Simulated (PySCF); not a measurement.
Consider C4H11B2F3Si.

Input file:

```
{"job": {"kind": "nmr", "xc": "PBE0", "basis": "pcSseg-1"}, "charge": 0, "multiplicity": 1}
C     -1.647876    -1.192931     0.766470
C     -1.483768     0.128665     0.009197
C     -2.731658     0.395783    -0.845436
B     -0.207024     0.093150    -0.965343
B      0.903485     1.252966    -0.943954
Si     2.479137     1.168498     0.222858
C      2.814209    -0.695445     0.730297
F      3.919548    -0.876462     1.479143
F      2.959130    -1.503142    -0.346775
F      1.792506    -1.224474     1.445413
H     -2.518347    -1.147236     1.419836
H     -1.781452    -2.019572     0.072583
H     -0.772276    -1.397269     1.376884
H     -1.419670     0.929766     0.753567
H     -2.875521    -0.399526    -1.573122
H     -2.640722     1.338150    -1.381455
H     -3.615987     0.444488    -0.211798
H     -0.186907    -0.839190    -1.680126
H      0.820699     2.240237    -1.575263
H      3.805144     1.529712    -0.307177
H      2.378431     1.790776     1.553730
```

Run with:

```sh
OMP_NUM_THREADS=1 python probes_run.py task.json out
```

Geometry: GFN2-xTB.

All numbers below come from PBE0/pcSseg-1, SCF density, gas phase, non-relativistic (PySCF 2.14.0).

**Predict the electron density and electron localisation function between the atoms.**

C–F (1.35 Å): ρ at the midpoint is about 2.3 e/Å³, with its minimum of 1.9 e/Å³ about 0.5 Å from C; the ELF peaks at about 0.85 between the atoms: a polar covalent bond.
C–C (1.54 Å): ρ is about 1.6 e/Å³ halfway; the ELF peaks at about 0.95 between the atoms; a covalent bond.
C–B (1.61 Å): ρ at the midpoint is about 1.3 e/Å³; the ELF peaks at about 0.95 between the atoms; localised, covalent bonding.

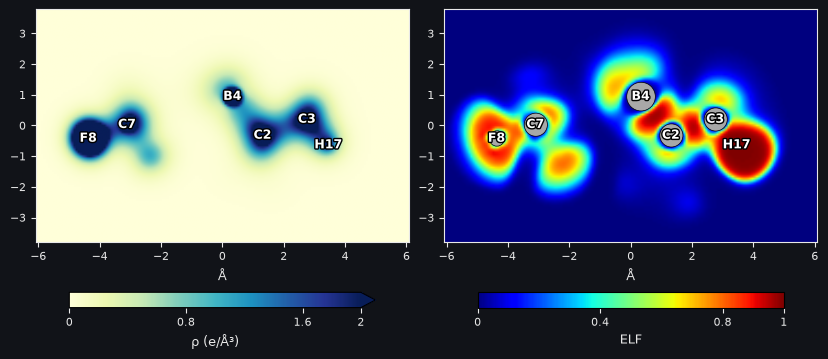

Computed electron density and electron localisation function on the plane of atoms C3, C2 and B4, in this order. Grey discs cover the atomic cores in the ELF map. 
